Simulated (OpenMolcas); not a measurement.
# One shape, several levels: doublet C2H3BFN+

Aim: a comparison of 6 runs (UB3LYP/def2-SVP, UM06-L/def2-SVP, UPBE/def2-SVP, USVWN5/def2-SVP, UTPSS/def2-SVP, ROMP2/def2-SVP) of doublet C2H3BFN+. 

The calculation is run with OpenMolcas 26.06.

## 1. The molecule

C2H3BFN+ has 8 atoms, charge +1, and is taken as a doublet. As SMILES of the parent species, `FB1C=NC1`. The coordinates come from a PBE0-D4/def2-TZVP relaxation. That shape belongs to the parent species and isn't relaxed for this state.

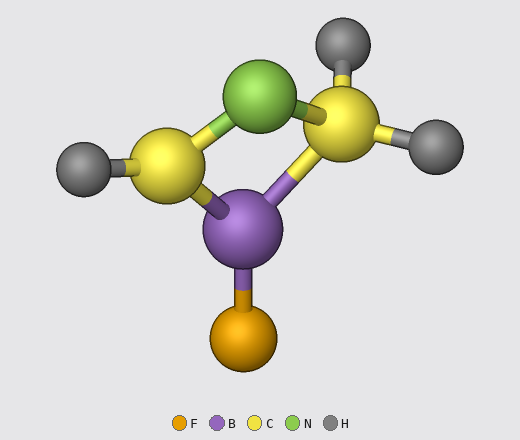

Viewed from a chosen angle; fluorine amber, boron purple, carbon yellow, nitrogen green, hydrogen grey.

## 2. The energy at UB3LYP/def2-SVP (run 1)

The input, run.inp:

```
* C2H3BFN Kohn-Sham DFT
>>> EXPORT MOLCAS_PRINT=2
&GATEWAY
BasLib=$CurrDir
Coord
8
angstrom
F        0.213200      -1.007300       1.918400
B       -0.024100      -0.304800       0.836200
C        0.319000       1.128500       0.345800
N        0.303900       0.728600      -0.881200
C       -0.301700      -0.640600      -0.682300
H        0.656500       2.120900       0.633900
H        0.257100      -1.432700      -1.186200
H       -1.331600      -0.649700      -1.040300
Basis=def2-SVP
Group=NoSym
&SEWARD
GridInput
Grid=UltraFine
End of Grid
&SCF
UHF
Charge=1
Spin=2
KSDFT=B3LYP
Thresholds=1e-10 1e-07 1e-07 1e-05
PrOrbitals=1 2
```

The basis set def2-SVP is read from a file made from the Basis Set Exchange's data (not shown).

Started as:

```
export MOLCAS_MEM=1860
pymolcas run.inp > run.log
```

The program printed:

```text
--- Start Module: gateway ---
[...]
--- Stop Module: gateway /rc=_RC_ALL_IS_WELL_ ---
--- Start Module: seward ---
[...]
      Basis functions           85
--- Stop Module: seward /rc=_RC_ALL_IS_WELL_ ---
[...]
--- Start Module: scf ---
[...]
       Convergence after  26 Iterations
[...]
::    Total KS-DFT energy                            -256.9022754122
[...]
      Total spin, S                                     0.5045569107
[...]
      Total electronic charge=   35.000000
      Total            charge=    1.000000
[...]
      Dipole Moment (debye):
      Origin of the operator (angstrom)=    0.1102   -0.0900    0.3895
                   X= -6.0103E-01               Y=  2.1232E+00               Z= -2.3048E+00           Total=  3.1908E+00
      Center of Charge (angstrom)
[...]
--- Stop Module: scf /rc=_RC_ALL_IS_WELL_ ---
[...]
```

Run time: 49 s. Hardware: 1 thread of Intel Xeon 6975P-C (Granite Rapids), shared host; peak memory 0.47 GiB.

## 3. The energy at UM06-L/def2-SVP (run 2)

The input, test.input:

```
* C2H3BFN Kohn-Sham DFT

&GATEWAY
  BASLIB
  $CurrDir
  COORD
  8
  angstrom
  F        0.213200      -1.007300       1.918400
  B       -0.024100      -0.304800       0.836200
  C        0.319000       1.128500       0.345800
  N        0.303900       0.728600      -0.881200
  C       -0.301700      -0.640600      -0.682300
  H        0.656500       2.120900       0.633900
  H        0.257100      -1.432700      -1.186200
  H       -1.331600      -0.649700      -1.040300
  BASIS
  def2-SVP
  GROUP
  NoSym

&SEWARD
  GRIDINPUT
  Grid=UltraFine
  End of Grid

&SCF
  UHF
  CHARGE
  1
  SPIN
  2
  KSDFT
  M06L
  THRESHOLDS
  1e-10 1e-07 1e-07 1e-05
  PRORBITALS
  1 2
```

The basis set def2-SVP is read from a file made from the Basis Set Exchange's data (not shown).

Started as:

```
export MOLCAS_MEM=1860
pymolcas test.input > test.log
```

The program printed:

```text
--- Start Module: gateway ---
[...]
--- Stop Module: gateway /rc=_RC_ALL_IS_WELL_ ---
--- Start Module: seward ---
[...]
      Basis functions           85
--- Stop Module: seward /rc=_RC_ALL_IS_WELL_ ---
[...]
--- Start Module: scf ---
[...]
       Convergence after  25 Iterations
[...]
::    Total KS-DFT energy                            -256.8720539189
[...]
      Total spin, S                                     0.5049377765
[...]
      Total electronic charge=   35.000000
      Total            charge=    1.000000
[...]
      Dipole Moment (debye):
      Origin of the operator (angstrom)=    0.1102   -0.0900    0.3895
                   X= -6.3750E-01               Y=  2.0873E+00               Z= -2.2229E+00           Total=  3.1152E+00
      Center of Charge (angstrom)
[...]
--- Stop Module: scf /rc=_RC_ALL_IS_WELL_ ---
[...]
```

Wall time 65 s (1 thread of Intel Xeon 6975P-C (Granite Rapids), shared host); peak memory 0.47 GiB.

Runs 3 to 4 aren't shown in full; the table further down has their settings and results.

## 4. A single-point energy at UTPSS/def2-SVP (run 5)

The input, geom.xyz:

```xyz
8

F      0.213200    -1.007300     1.918400
B     -0.024100    -0.304800     0.836200
C      0.319000     1.128500     0.345800
N      0.303900     0.728600    -0.881200
C     -0.301700    -0.640600    -0.682300
H      0.656500     2.120900     0.633900
H      0.257100    -1.432700    -1.186200
H     -1.331600    -0.649700    -1.040300
```

The input, run.input:

```
&GATEWAY
BasLib = $CurrDir
Coord = geom.xyz
Basis = def2-SVP
Group = NoSym
&SEWARD
GridInput
Grid=UltraFine
End of Grid
&SCF
UHF
Charge = 1
Spin = 2
KSDFT = 2
1.0 MGGA_X_TPSS
1.0 MGGA_C_TPSS
Thresholds = 1e-10 1e-07 1e-07 1e-05
PrOrbitals = 1 1
```

The basis set def2-SVP is read from a file made from the Basis Set Exchange's data (not shown).

Started as:

```
export MOLCAS_MEM=1860
pymolcas run.input > run.log
```

The program printed:

```text
--- Start Module: gateway ---
[...]
--- Stop Module: gateway /rc=_RC_ALL_IS_WELL_ ---
--- Start Module: seward ---
[...]
      Basis functions           85
--- Stop Module: seward /rc=_RC_ALL_IS_WELL_ ---
[...]
--- Start Module: scf ---
[...]
       Convergence after  25 Iterations
[...]
::    Total KS-DFT energy                            -256.9476055600
[...]
      Total spin, S                                     0.5037157985
[...]
      Total electronic charge=   35.000000
      Total            charge=    1.000000
[...]
      Dipole Moment (debye):
      Origin of the operator (angstrom)=    0.1102   -0.0900    0.3895
                   X= -5.7067E-01               Y=  1.9985E+00               Z= -2.1962E+00           Total=  3.0238E+00
      Center of Charge (angstrom)
[...]
--- Stop Module: scf /rc=_RC_ALL_IS_WELL_ ---
[...]
```

Wall time 68 s (1 thread of Intel Xeon 6975P-C (Granite Rapids), shared host); peak memory 0.47 GiB.

## 5. The energy at ROMP2/def2-SVP (run 6)

The input, job.inp:

```
* C2H3BFN ROMP2
&GATEWAY
BASLIB=$CurrDir
COORD
8
bohr
F      0.40288961    -1.90352113     3.62525060
B     -0.04554240    -0.57598852     1.58018899
C      0.60282263     2.13255593     0.65346729
N      0.57428777     1.37685445    -1.66522666
C     -0.57013037    -1.21055856    -1.28936013
H      1.24060520     4.00792014     1.19789739
H      0.48584859    -2.70741062    -2.24159313
H     -2.51635931    -1.22775506    -1.96588209
BASIS=def2-SVP
GROUP=NoSym
&SEWARD
&SCF
UHF
CHARGE=1
SPIN=2
THRESHOLDS=1e-10 1e-07 1e-07 1e-05
PRORBITALS=0
&RASSCF
FILEORB=$Project.UnaOrb
SPIN=2
NACTEL=1 0 0
INACTIVE=17
RAS2=1
OUTORBITALS=Canonical
ORBLISTING=NoCore
&CASPT2
IPEA=0.0
FROZEN=5
```

The basis set def2-SVP is read from a file made from the Basis Set Exchange's data (not shown).

Started as:

```
export MOLCAS_MEM=1860
pymolcas job.inp > job.log
```

The program printed:

```text
--- Start Module: gateway ---
[...]
--- Stop Module: gateway /rc=_RC_ALL_IS_WELL_ ---
[...]
      Basis functions           85
[...]
       Convergence after  27 Iterations
[...]
::    Total SCF energy                               -255.5322797501
[...]
      Total spin, S                                     0.6184584670
[...]
--- Start Module: rasscf ---
[...]
      Number of active orbitals                  1
[...]
      Spin quantum number                      0.5
[...]
      Active orbitals                            1
[...]
      Number of CSFs                             1
[...]
      Number of root(s) required                 1
[...]
      Convergence after 14 iterations
[...]
      printout of CI-coefficients larger than  0.05 for root  1
      energy=    -255.521617
      conf/sym  1     Coeff  Weight
             1  u   1.00000 1.00000
      Natural orbitals and occupation numbers for root  1
      sym 1:   1.000000
      ************************************************************************************************************************
      *                                                    Final results                                                     *
[...]
::    RASSCF root number  1 Total energy:   -255.52161701
[...]
      Total electronic charge=   35.000000
      Total            charge=    1.000000
[...]
      Dipole Moment (debye):
      Origin of the operator (angstrom)=    0.1102   -0.0900    0.3895
                   X= -6.8046E-01               Y=  2.6045E+00               Z= -2.5368E+00           Total=  3.6989E+00
      Center of Charge (angstrom)
[...]
--- Stop Module: rasscf /rc=_RC_ALL_IS_WELL_ ---
[...]
--- Start Module: caspt2 ---
[...]
 ###    WARNING: User changed nr of frozen orbitals.                         ###
 ###############################################################################
[...]
      E2 (Variational):          -0.6574000408
      Total energy:            -256.1790170554
[...]
      Reference weight:           0.82678
[...]
::    CASPT2 Root  1     Total energy:   -256.17901706
[...]
--- Stop Module: caspt2 /rc=_RC_ALL_IS_WELL_ ---
[...]
```

It took 14 s on 1 thread of Intel Xeon 6975P-C (Granite Rapids), shared host; peak memory 0.47 GiB.

## 6. All runs side by side

```tsv
run	level	integration grid	frozen core orbitals	energy (Eh)	HOMO energy (eV)	LUMO energy (eV)	⟨S²⟩	wall time
1	UB3LYP/def2-SVP	UltraFine	–	-256.902275	-15.66	-12.47	0.759	49 s
2	UM06-L/def2-SVP	UltraFine	–	-256.872054	-14.75	-13.05	0.760	65 s
3	UPBE/def2-SVP	UltraFine	–	-256.606891	-14.36	-13.39	0.755	51 s
4	USVWN5/def2-SVP	UltraFine	–	-254.831377	-14.48	-13.78	0.755	27 s
5	UTPSS/def2-SVP	UltraFine	–	-256.947606	-14.50	-13.14	0.757	68 s
6	ROMP2/def2-SVP	–	5	-256.179017	–	–	–	14 s
```

## 7. What came out

```
           quantity          value
run 6: total energy  -256.17902 Eh
```

What this shows: Totals of different functionals can't be ranked against each other. All runs together took 4.6 min, the longest 68 s.
